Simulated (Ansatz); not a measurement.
Cl2Ga2H4 ((H2Ga-mu-Cl)2)

Input file:

```
crystal:
  periodic: [false, false, false]
  atoms:
    - {symbol: Ga, position_ang: [-0.817932, -0.517652, 1.389812]}
    - {symbol: H, position_ang: [-1.286757, -2.007257, 1.301319]}
    - {symbol: H, position_ang: [-0.936940, 0.600221, 2.477356]}
    - {symbol: Cl, position_ang: [1.469257, -0.503105, 0.677308]}
    - {symbol: Ga, position_ang: [0.817932, 0.517711, -1.389788]}
    - {symbol: H, position_ang: [0.937458, -0.599558, -2.477893]}
    - {symbol: H, position_ang: [1.286359, 2.007390, -1.300409]}
    - {symbol: Cl, position_ang: [-1.469378, 0.502239, -0.677705]}
basis:
  gaussian: {orbitals: def2-TZVP, initial_orbitals: start.molden}
hamiltonian: {xc: pbe0, dispersion: d4}
scf: {omitted_lower_state_checks: [starts]}
output: {orbitals: {seedname: orbitals}}
```

Launched as:

```sh
ansatz run in.yaml --threads 4 --pin off --events-out ev --progress --plain --max-ram 3916MiB
```

Geometry: PBE-D4/def2-SVP.

Method: RKS PBE0-D4/def2-TZVP in Ansatz 0.2.0.

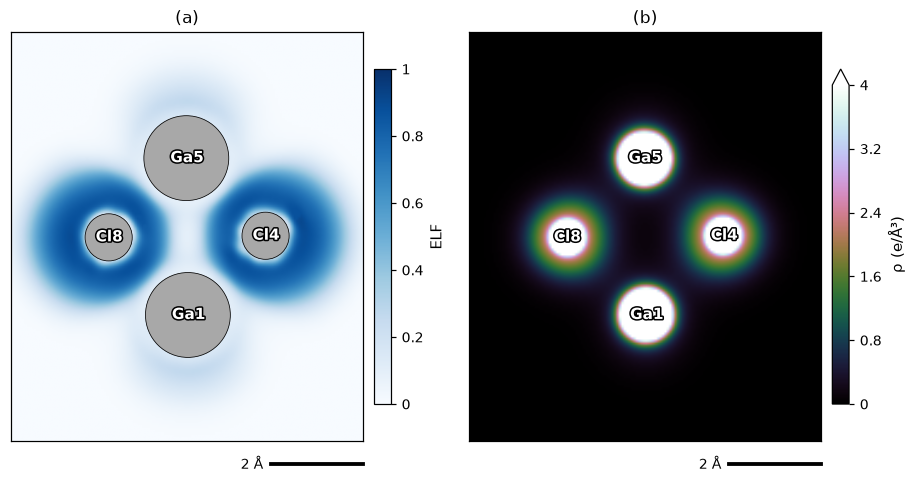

Figure 1. (a) electron localisation function; (b) total electron density on the plane of atoms Ga1, Cl8 and Ga5. Grey discs cover the atomic cores in the ELF map.

### Describe what can be read from this map.

- The plane passes through Ga and Cl nuclei.
- Ga–Cl (2.40 Å): the density is about 0.45 e/Å³ at the midpoint, with its minimum of 0.39 e/Å³ about 1.0 Å from Ga; the ELF peaks at about 0.85 in the valence shell of Cl, 0.9 Å from its nucleus, and is about 0.55 at the midpoint.
- The ELF also peaks beside Cl8 and Cl4, away from the bonds: lone-pair regions.

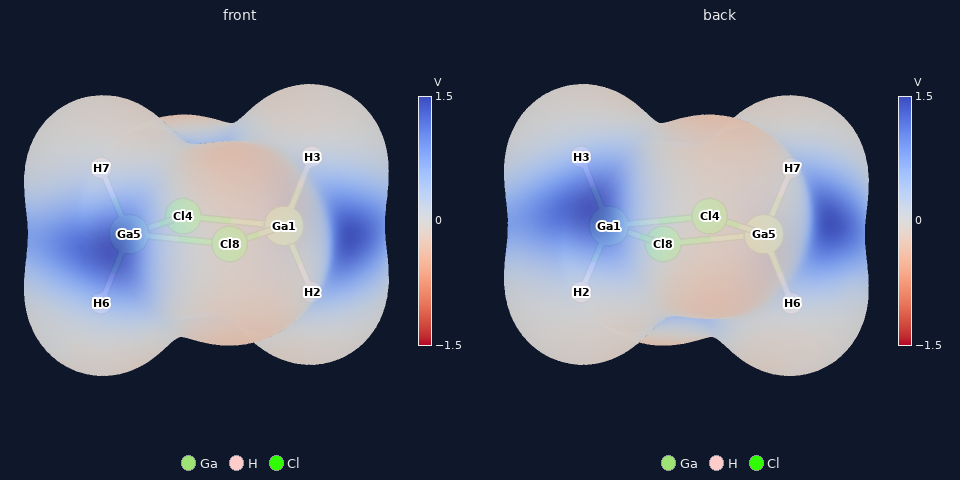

Figure 2. The electrostatic potential painted on the density surface at 0.001 e/bohr³, seen from the front and from behind; the colour scale runs from red (negative) to blue (positive).

### Describe the electrostatic potential map.

The most negative region (about −0.3 V) lies over Cl4 and Cl8, the most positive (about +1.4 V) over Ga1 and Ga5.

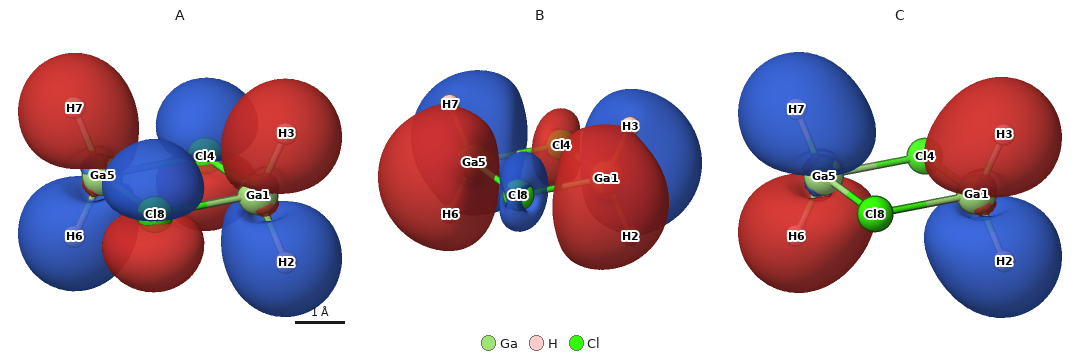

Figure 3. Three frontier orbitals at ±0.06 Å⁻³ᐟ² (blue and red are the two phases), in no order.

### Order the three orbitals by energy and name them.

C is the HOMO−1 (−9.19 eV). It lies mainly on Ga1 (about 20 %), Ga5 (about 20 %), H3 (about 15 %), H2 (about 15 %), H7 (about 15 %) and H6 (about 15 %); it is gerade (even under inversion). A is the HOMO (−8.46 eV). It lies mainly on Cl4 (about 15 %), Cl8 (about 15 %), Ga5 (about 10 %), Ga1 (about 10 %), H3 (about 10 %), H2 (about 10 %), H6 (about 10 %) and H7 (about 10 %); it is ungerade (odd under inversion). B is the LUMO (−0.99 eV). By Hirshfeld shares it lies mainly on Ga1 (about 35 %), Ga5 (about 35 %), Cl8 (about 10 %) and Cl4 (about 10 %); it is ungerade (odd under inversion).

### What is the HOMO–LUMO gap?

7.47 eV between the orbital energies.

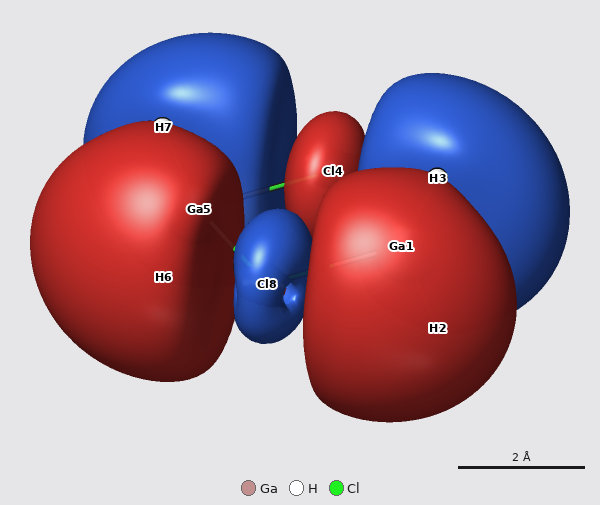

Figure 4. The LUMO at ±0.04 Å⁻³ᐟ² (blue and red are the two phases), seen at a tilt.

### What is the character of this orbital?

By Hirshfeld shares it lies mainly on Ga1 (about 35 %), Ga5 (about 35 %), Cl8 (about 10 %) and Cl4 (about 10 %); it is ungerade (odd under inversion). Its energy is −0.99 eV.
